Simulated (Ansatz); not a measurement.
C₂H₈OSi₂ (SMILES O=CC([SiH3])[SiH3])

Input

```
crystal:
  periodic: [false, false, false]
  atoms:
    - { symbol: O, position_ang: [-2.1407, -0.5509, 1.1916] }
    - { symbol: C, position_ang: [-1.3944, 0.399, 0.9731] }
    - { symbol: C, position_ang: [-0.0054, 0.2185, 0.4876] }
    - { symbol: Si, position_ang: [0.6529, -1.5097, 0.1865] }
    - { symbol: Si, position_ang: [0.3423, 1.0989, -1.1155] }
    - { symbol: H, position_ang: [-1.6925, 1.4623, 1.1757] }
    - { symbol: H, position_ang: [0.6881, 0.6542, 1.2866] }
    - { symbol: H, position_ang: [-0.1516, -2.1636, -0.9024] }
    - { symbol: H, position_ang: [0.4825, -2.3122, 1.473] }
    - { symbol: H, position_ang: [2.0185, -1.5454, -0.1648] }
    - { symbol: H, position_ang: [-0.4829, 0.5624, -2.1922] }
    - { symbol: H, position_ang: [1.7982, 1.0966, -1.4477] }
    - { symbol: H, position_ang: [-0.0945, 2.5553, -0.9367] }
basis:
  gaussian:
    orbitals: def2-SVPD
hamiltonian:
  xc: b3lyp
  dispersion: d3bj
output:
  orbitals: {}
```

Launched as:

```sh
python c2h8osi2_energy.py --basis-set def2-SVPD
```

The calculation used SCF B3LYP, Gaussian basis in Ansatz.

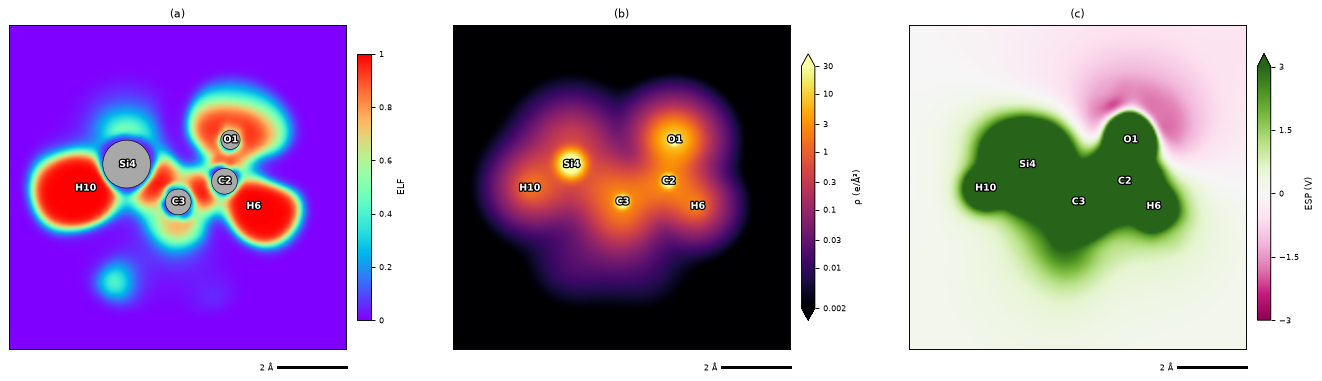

Figure 1. (a) electron localisation function; (b) total electron density; (c) electrostatic potential on the plane of atoms C3, C2 and H6. Grey discs cover the atomic cores in the ELF map.

> Describe what can be read from this map.

The section cuts through O, C, Si and H sites. C–O (1.23 Å): ρ is about 3.2 e/Å³ halfway; the ELF peaks at about 0.85 between the atoms (a multiple bond). C–C (1.48 Å): ρ at the midpoint is about 1.8 e/Å³; the ELF peaks at about 0.95 between the atoms, as expected for a covalent bond. C–Si (1.87 Å): ρ at the midpoint is about 0.94 e/Å³; the ELF peaks at about 0.95 between the atoms, as expected for localised, covalent bonding. C–H (1.12 Å): ρ is about 2 e/Å³ halfway; the ELF climbs to about 1 towards the hydrogen, as it does in any bond to H; an ordinary covalent bond to hydrogen. Si–H (1.41 Å): ρ is about 0.84 e/Å³ halfway; the ELF climbs to about 1 towards the hydrogen. The ELF also peaks beside O1, away from the bonds: lone-pair regions. Outside the dense part of the molecule the potential is most negative (−2.1 V) near O1.

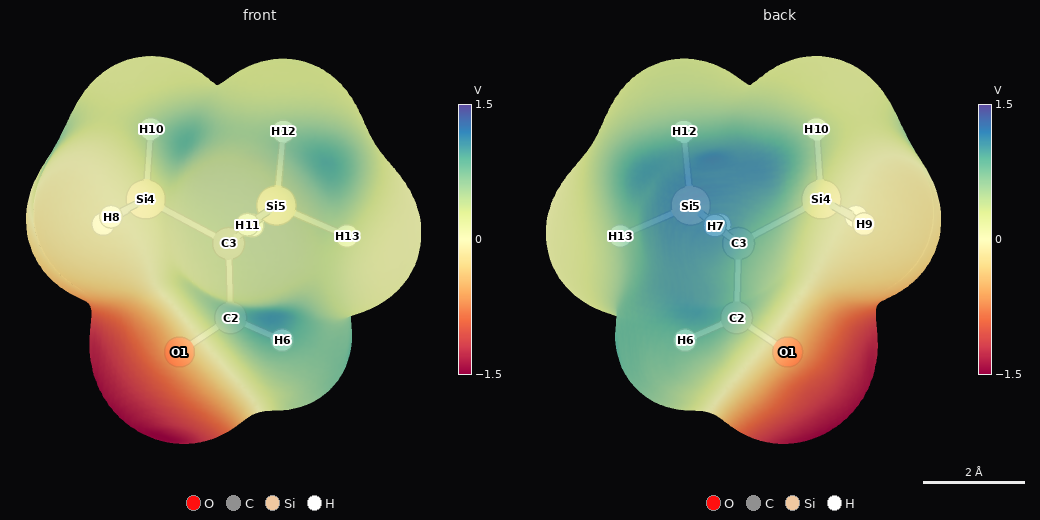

Figure 2. The electrostatic potential painted on the density surface at 0.001 e/bohr³, seen from the front and from behind; red is negative and blue positive.

> Describe the electrostatic potential map.

The most negative region (about −1.5 V) lies over O1, the most positive (about +1.2 V) over Si4 and H7. O1 is the likeliest acceptor of a hydrogen bond.

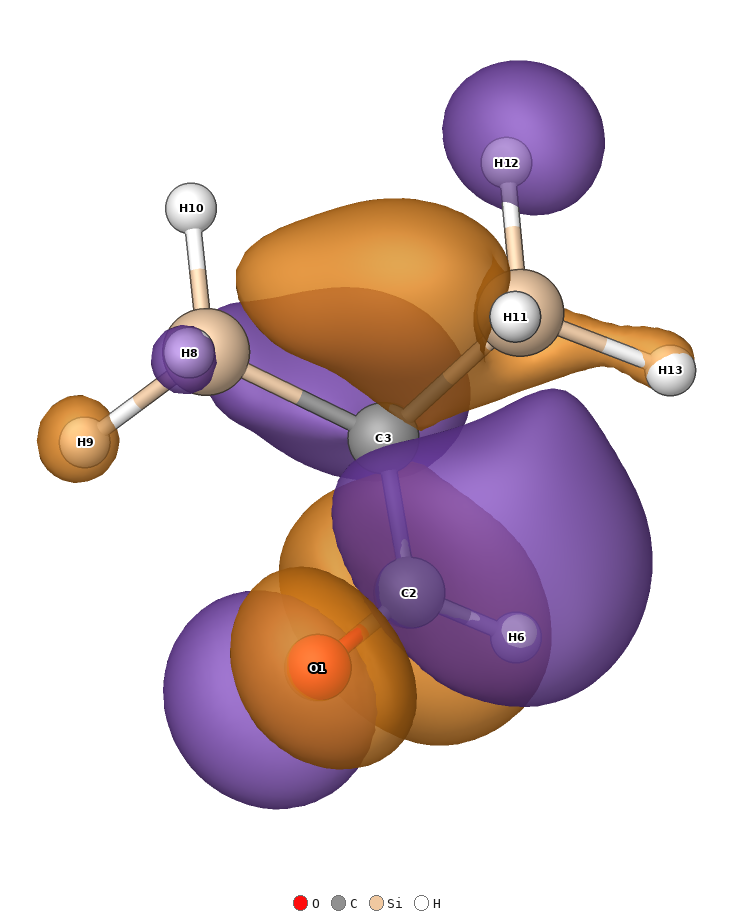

Figure 3. The LUMO at ±0.06 Å⁻³ᐟ² (orange and purple are the two phases), seen across its widest extent.

> What is the character of this orbital?

It lies mainly on C2 (about 40 %), O1 (about 30 %), Si5 (about 10 %) and C3 (about 5 %); π-antibonding (π*) across C2–O1. Its energy is −1.71 eV.

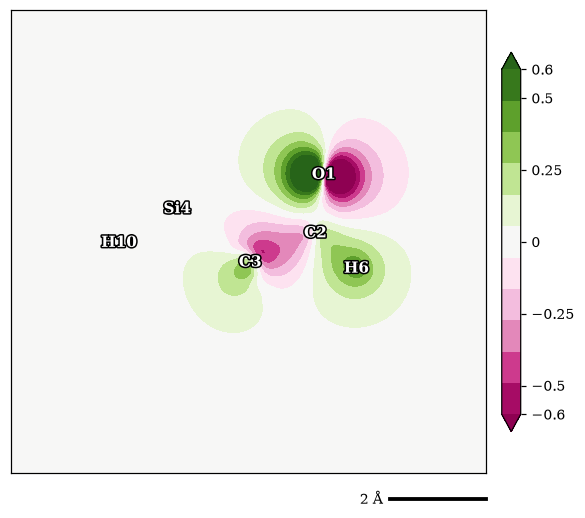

Figure 4. The HOMO on the plane of atoms C2, C3 and Si4 (values in Å⁻³ᐟ²; the overall sign is arbitrary).

> What is the character of this orbital?

It lies mainly on O1 (about 65 %), C2 (about 10 %), C3 (about 10 %) and H6 (about 10 %). Its energy is −7.59 eV.
